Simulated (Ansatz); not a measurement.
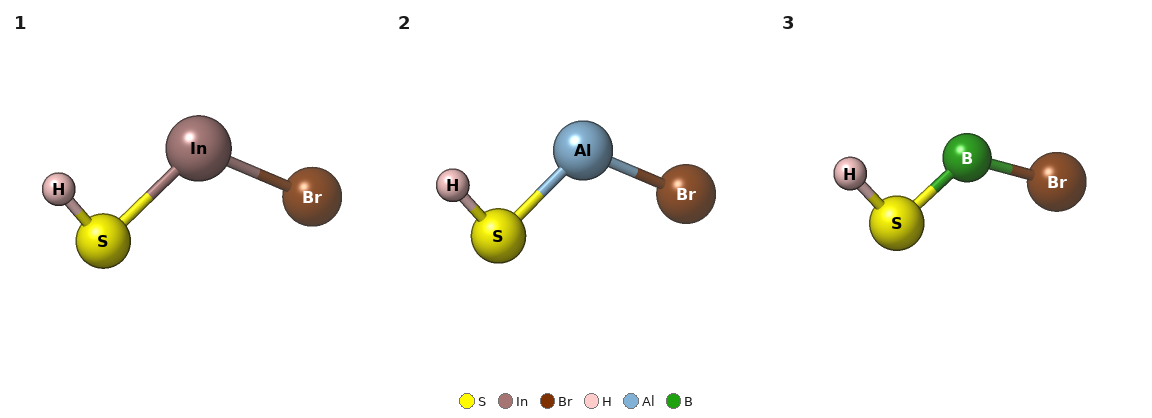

3 molecules with one skeleton, seen from the same side and at one scale. State: neutral, doublet. Computed geometries: PBE0-D4/def2-TZVP optimisations, one conformation each. Properties computed with Ansatz 0.2.0. Elements past Kr carry core potentials.

One atom differs, called X below: In in panel 1, Al in panel 2, B in panel 3. Their formulas are BrHInS (`[SH][In][Br]`), AlBrHS (`[SH][Al][Br]`), BBrHS (`S[B]Br`).

**Rank them by the dipole moment, lowest first (PBE0-D4/def2-TZVP).**

3 (B), 2 (Al), 1 (In).

**Rank them by the length of X–Br, lowest first (PBE0-D4/def2-TZVP).**

3 (B), 2 (Al), 1 (In).

Give the values. With PBE0-D4/def2-TZVP: length of X–Br (Å), length of X–S (Å), angle S–X–Br (°), dipole moment (D), harmonic zero-point energy (kJ/mol).

```csv
quantity,1 (In),2 (Al),3 (B)
length of X–Br (Å),2.505,2.270,1.882
length of X–S (Å),2.430,2.193,1.761
angle S–X–Br (°),116.5,115.4,124.8
dipole moment (D),3.07,2.11,1.17
harmonic zero-point energy (kJ/mol),24.9,27.6,34.1
```
